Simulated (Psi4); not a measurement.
## Single-point calculation, with input and output: SnH5 (charge −2)

The run: single-point calculation of SnH5, charge −2, multiplicity 2. Method and program: TPSS/STO-3G, UKS (Psi4 1.11).

The geometry is that of the parent species in another charge or spin state. The geometry comes from this level: GFN2-xTB.

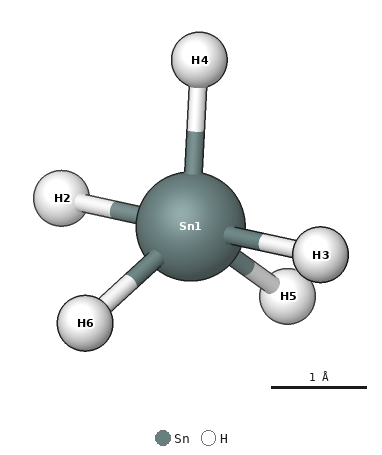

Fig. 1: The input geometry (ball-and-stick view, seen at a tilt; atoms are numbered from 1 in the order of the input). Sticks mark near contacts. Bond lengths as drawn: H–Sn 1.78 to 1.89 Å.

Input file (calc.py)
```python
import psi4

psi4.set_memory('1600 MB')
psi4.set_num_threads(1)
psi4.set_output_file('run.log', False)

m = psi4.geometry("""
-2 2
Sn     0.00085038    -0.00266451     0.00079368
H     -0.03792680    -0.01188638     3.56362663
H      0.03826695     0.02025786    -3.56785962
H      3.36896594     0.02037125     0.03564023
H     -1.70542114     2.90256264    -0.00646286
H     -1.66475423    -2.92862196    -0.02573807
units bohr
""")

psi4.set_options(dict(reference='uks', scf_type='direct'))

energy_value, wavefunction = psi4.energy("tpss/STO-3G", molecule=m, return_wfn=True)
print(f'tpss/STO-3G energy: {energy_value:.10f} Eh')
for k, v in sorted(psi4.core.scalar_variables().items()):
    print(f'{k:45s} {v:18.10f}')
```

Machine: 1 thread of AMD EPYC (Zen 5), 16 GiB of memory available, shared host.

Launched with:
```bash
python calc.py
```

What the program printed
```
h
    h
    h

    -----------------------------------------------------------------------

    Memory:     1.5 GiB
    Threads:    1
                ecpint, einsums, f̶o̶r̶t̶e̶, gauxc, gcp, g̶d̶m̶a̶, geometric, g̶p̶u̶_̶d̶f̶c̶c̶,
                i̶n̶t̶e̶g̶r̶a̶t̶o̶r̶x̶x̶, i̶p̶i̶, libefp, m̶d̶i̶, m̶p̶2̶d̶, m̶r̶c̶c̶, ooo,
                o̶p̶e̶n̶f̶e̶r̶m̶i̶o̶n̶p̶s̶i̶4̶, pcmsolver, p̶s̶i̶4̶f̶o̶c̶k̶c̶i̶, p̶s̶i̶x̶a̶s̶,
                p̶y̶e̶i̶n̶s̶u̶m̶s̶, r̶e̶s̶p̶, s̶i̶m̶i̶n̶t̶, s̶n̶s̶m̶p̶2̶,
                v̶2̶r̶d̶m̶_̶c̶a̶s̶s̶c̶f̶

   => Loading Basis Set <=

    Name: STO-3G
    Role: ORBITAL
    Keyword: BASIS

         ---------------------------------------------------------
                                   SCF
                              UKS Reference
                        1 Threads,   1525 MiB Core
         ---------------------------------------------------------

  ==> Geometry <==

    Molecular point group: c1
    Full point group: C1

    Geometry (in Bohr), charge = -2, multiplicity = 2:

       Center              X                  Y                   Z               Mass
    ------------   -----------------  -----------------  -----------------  -----------------
         SN           0.000041309417    -0.000129110260     0.000038412859   119.902201630000
         H           -0.038735870583    -0.009350980260     3.562871362859     1.007825032230
         H            0.037457879417     0.022793259740    -3.568614887141     1.007825032230
         H            3.368156869417     0.022906649740     0.034884962859     1.007825032230
         H           -1.706230210583     2.905098039740    -0.007218127141     1.007825032230
         H           -1.665563300583    -2.926086560260    -0.026493337141     1.007825032230

  Running in c1 symmetry.

  Rotational constants: A =      1.75508  B =      1.40766  C =      1.40662 [cm^-1]
  Rotational constants: A =  52616.04244  B =  42200.43641  C =  42169.39641 [MHz]
  Nuclear repulsion =   74.454838878358814

  Charge       = -2
  Multiplicity = 2
  Electrons    = 57
  Nalpha       = 29
  Nbeta        = 28

  ==> Algorithm <==

  SCF Algorithm Type is DIRECT.
  DIIS enabled.
  MOM disabled.
  Fractional occupation disabled.
  Guess Type is SAD.
  Energy threshold   = 1.00e-06
  Density threshold  = 1.00e-06
  Integral threshold = 1.00e-12

  ==> Primary Basis <==

  Basis Set: STO-3G
    Blend: STO-3G
    Number of shells: 16
    Number of basis functions: 32
    Number of Cartesian functions: 34
    Spherical Harmonics?: true
    Max angular momentum: 2

  ==> DFT Potential <==

   => LibXC <=

    Version 7.1.2

   => Composite Functional: TPSS <=

    TPSS Meta-GGA XC Functional

    Deriv               =              1
    GGA                 =           TRUE
    Meta                =           TRUE

    Exchange Hybrid     =          FALSE
    MP2 Hybrid          =          FALSE

   => Exchange Functionals <=

    1.0000   XC_MGGA_X_TPSS

   => Correlation Functionals <=

    1.0000   XC_MGGA_C_TPSS

   => LibXC Density Thresholds  <==

    XC_MGGA_C_TPSS:  1.00E-15
    XC_MGGA_X_TPSS:  1.00E-15

   => Molecular Quadrature <=

    Radial Scheme          =       TREUTLER
    Pruning Scheme         =           NONE
    Nuclear Scheme         =       TREUTLER

    Blocking Scheme        =         OCTREE
    BS radius alpha        =              1
    Pruning alpha          =              1
    Radial Points          =             75
    Spherical Points       =            302
    Total Points           =         129520
    Total Blocks           =           1044
    Max Points             =            256
    Max Functions          =             32
    Weights Tolerance      =       1.00E-15

   => Loading Basis Set <=

    Name: (STO-3G AUX)
    Role: JKFIT
    Keyword: DF_BASIS_SCF

  Starting with a DF guess...

  ==> Integral Setup <==

  DFHelper Memory: AOs need 0.003 GiB; user supplied 0.929 GiB.
  SCF_SUBTYPE=INCORE selected. In-core MEM_DF algorithm will be used.
  Using in-core AOs.

  ==> MemDFJK: Density-Fitted J/K Matrices <==

    J tasked:                   Yes
    K tasked:                    No
    wK tasked:                   No
    Memory [MiB]:               951
    Algorithm:                 Core
    Schwarz Cutoff:           1E-12
    Mask sparsity (%):       0.0000
    Fitting Condition:        1E-10

   => Auxiliary Basis Set <=

  Basis Set: (STO-3G AUX)
    Blend: DEF2-UNIVERSAL-JKFIT
    Number of shells: 76
    Number of basis functions: 308
    Number of Cartesian functions: 409
    Spherical Harmonics?: true
    Max angular momentum: 5

  Cached 100.0% of DFT collocation blocks in 0.189 [GiB].

  Minimum eigenvalue in the overlap matrix is 3.0907219363E-01.
  Reciprocal condition number of the overlap matrix is 1.6394846714E-01.
    Using symmetric orthogonalization.

  ==> Pre-Iterations <==

  SCF Guess: Superposition of Atomic Densities via on-the-fly atomic UHF (no occupation information).

   -------------------------
    Irrep   Nso     Nmo
   -------------------------
     A         32      32
   -------------------------
    Total      32      32
   -------------------------

  ==> Iterations <==

                           Total Energy        Delta E     RMS |[F,P]|

   @DF-UKS iter SAD: -6093.80006864345251   -6.09380e+03   0.00000e+00
   @DF-UKS iter   1: -6095.05705701473835   -1.25699e+00   1.34503e-02 ADIIS/DIIS
   @DF-UKS iter   2: -6095.15270408325432   -9.56471e-02   8.36770e-03 ADIIS/DIIS
   @DF-UKS iter   3: -6095.21960317742651   -6.68991e-02   3.81198e-03 ADIIS/DIIS
   @DF-UKS iter   4: -6095.23850453814975   -1.89014e-02   2.31236e-03 ADIIS/DIIS
   @DF-UKS iter   5: -6095.24647191083932   -7.96737e-03   9.40747e-04 ADIIS/DIIS
   @DF-UKS iter   6: -6095.24712034015556   -6.48429e-04   7.61794e-04 ADIIS/DIIS
   @DF-UKS iter   7: -6095.24822406998283   -1.10373e-03   8.72972e-05 DIIS
   @DF-UKS iter   8: -6095.24823463066241   -1.05607e-05   3.87412e-05 DIIS
   @DF-UKS iter   9: -6095.24823663841198   -2.00775e-06   1.79628e-05 DIIS
   @DF-UKS iter  10: -6095.24823718528751   -5.46876e-07   2.35188e-06 DIIS
   @DF-UKS iter  11: -6095.24823719428969   -9.00218e-09   7.16820e-07 DIIS

  DF guess converged.

  ==> DirectJK: Integral-Direct J/K Matrices <==

    J tasked:                  Yes
    K tasked:                   No
    wK tasked:                  No
    Integrals threads:           1
    Screening Type:           CSAM
    Screening Cutoff:        1E-12
    Incremental Fock:           No

   @UKS iter  12: -5967.20419754779414   -5.96720e+03   3.81975e-02 ADIIS/DIIS
   @UKS iter  13: -5967.22092877334944   -1.67312e-02   1.56363e-04 ADIIS/DIIS
   @UKS iter  14: -5967.22093593630416   -7.16295e-06   7.01766e-05 DIIS
   @UKS iter  15: -5967.22083059659872    1.05340e-04   2.38868e-04 ADIIS/DIIS
   @UKS iter  16: -5967.22094557470973   -1.14978e-04   2.43325e-06 DIIS
   @UKS iter  17: -5967.22094557647506   -1.76533e-09   2.18415e-06 DIIS
   @UKS iter  18: -5967.22094556691263    9.56243e-09   3.02043e-06 DIIS
   @UKS iter  19: -5967.22094558371919   -1.68066e-08   8.46488e-07 DIIS
  Energy and wave function converged.

  ==> Post-Iterations <==

   Electrons on quadrature grid:
      Nalpha   =   28.9999931903 ; deviation = -6.810e-06
      Nbeta    =   27.9999944321 ; deviation = -5.568e-06
      Ntotal   =   56.9999876224 ; deviation = -1.238e-05

   @Spin Contamination Metric:   1.242382060E-03
   @S^2 Expected:                7.500000000E-01
   @S^2 Observed:                7.512423821E-01
   @S   Expected:                5.000000000E-01
   @S   Observed:                5.000000000E-01

    Orbital Energies [Eh]
    ---------------------

    Alpha Occupied:

       1A   -1017.011231     2A   -147.522336     3A   -140.267246
       4A   -140.267238     5A   -140.266020     6A    -26.500586
       7A    -23.853687     8A    -23.853669     9A    -23.850483
      10A    -16.008898    11A    -16.008896    12A    -16.006581
      13A    -16.006571    14A    -16.005934    15A     -3.256698
      16A     -2.169415    17A     -2.169383    18A     -2.160983
      19A      0.170094    20A      0.172732    21A      0.172856
      22A      0.184355    23A      0.199631    24A      0.199649
      25A      0.315214    26A      0.315530    27A      0.331882
      28A      0.470657    29A      0.762816

    Alpha Virtual:

      30A      0.783497    31A      0.784071    32A      0.863671

    Beta Occupied:

       1A   -1017.010706     2A   -147.521976     3A   -140.266956
       4A   -140.266951     5A   -140.265716     6A    -26.500256
       7A    -23.853404     8A    -23.853380     9A    -23.850170
      10A    -16.008656    11A    -16.008654    12A    -16.006313
      13A    -16.006298    14A    -16.005663    15A     -3.255682
      16A     -2.168150    17A     -2.168107    18A     -2.159611
      19A      0.175876    20A      0.176384    21A      0.176525
      22A      0.196929    23A      0.200780    24A      0.200806
      25A      0.332900    26A      0.333449    27A      0.347953
      28A      0.497480

    Beta Virtual:

      29A      0.808705    30A      0.823689    31A      0.824552
      32A      0.900613

    Final Occupation by Irrep:
              A
    DOCC [    28 ]
    SOCC [     1 ]
    NA   [    29 ]
    NB   [    28 ]

  @UKS Final Energy: -5967.22094558371919

   => Energetics <=

    Nuclear Repulsion Energy =             74.4548388783588138
    One-Electron Energy =               -8431.9017470243925345
    Two-Electron Energy =                2554.3273188307921373
    DFT Exchange-Correlation Energy =    -164.1013562684772751
    Empirical Dispersion Energy =           0.0000000000000000
    VV10 Nonlocal Energy =                  0.0000000000000000
    Total Energy =                      -5967.2209455837191854

  UHF NO Occupations:
  HONO-2 :   27  A 1.9997601
  HONO-1 :   28  A 1.9997366
  HONO-0 :   29  A 1.0000000
  LUNO+0 :   30  A 0.0002634
  LUNO+1 :   31  A 0.0002399
  LUNO+2 :   32  A 0.0001179

Computation Completed

Properties will be evaluated at   0.000000,   0.000000,   0.000000 [a0]

Properties computed using the SCF density matrix

 Multipole Moments:

 ------------------------------------------------------------------------------------
     Multipole            Electronic (a.u.)      Nuclear  (a.u.)        Total (a.u.)
 ------------------------------------------------------------------------------------

 L = 1.  Multiply by 2.5417464519 to convert [e a0] to [Debye]
 Dipole X            :         -0.0038188           -0.0028492           -0.0066680
 Dipole Y            :         -0.0069631            0.0089049            0.0019418
 Dipole Z            :          0.0151828           -0.0026494            0.0125334
 Magnitude           :                                                    0.0143289

 ------------------------------------------------------------------------------------

	total time  =         10 seconds =       0.17 minutes
```

Key numbers

```tsv
quantity	value
outcome	converged
total energy	−5967.220946 hartree
basis functions	32
⟨S²⟩	0.751
wall time	11 s
peak memory	0.41 GiB
```

Notes

The record of the run, not the program, notes: unbound anion.
